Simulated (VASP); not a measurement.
Shape and ions are relaxed at each volume.

Energy against volume of Cd (hcp). Computed with PBE GGA, VASP's PBE PAW potentials (set 64) (plane waves; VASP).

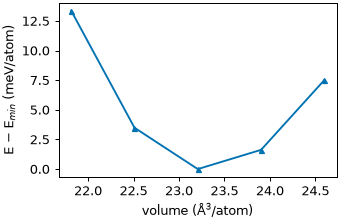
Figure. Energy against volume

Task: Estimate the equilibrium volume and the bulk modulus.

Result: The minimum lies near 23.3 Å³/atom, and the curvature gives B0 of about 39 GPa.

Measured: bulk modulus 53.8 GPa at 0 K (computed value off by -28.3 %), as given by Vázquez-Parga, Fernández-Martínez, Viñes, J. Chem. Theory Comput. (2023), doi:10.1021/acs.jctc.3c00612, Supporting … [zero-point energy and finite temperature contributions removed].

The compound is Cd in the hcp structure. It was relaxed first, which changed the volume by +8 %.
